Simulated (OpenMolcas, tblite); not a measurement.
# CH6B2O (SMILES BB(C)O): the HOMO–LUMO gap, rung by rung

CH6B2O has 10 atoms, charge 0, and is taken as a singlet. As SMILES, `BB(C)O`. Geometry: relaxed at PBE0-D4/def2-TZVP. This is one conformer, not always the lowest.

Each level gives the HOMO–LUMO gap (eV). The values are calculated.

```csv
level,kind,program,value (eV)
GFN1-xTB,semi-empirical,tblite,3.44
HF/def2-SVP,Hartree–Fock,OpenMolcas,12.86
SVWN5/def2-SVP,LDA,OpenMolcas,3.16
BLYP/def2-SVP,GGA,OpenMolcas,3.47
r2SCAN/def2-SVP,meta-GGA,OpenMolcas,4.07
M06-2X/def2-SVP,hybrid meta-GGA,OpenMolcas,8.01
B2PLYP/def2-SVP,double hybrid,OpenMolcas,8.49
```

The values span 3.16 to 12.86 eV. Orbital gaps aren't excitation energies, and those of double hybrids come from the SCF part alone; they tend to grow with the share of exact exchange.

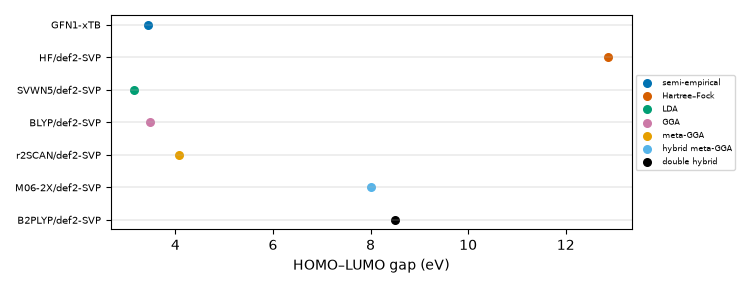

The values of the table, level by level.
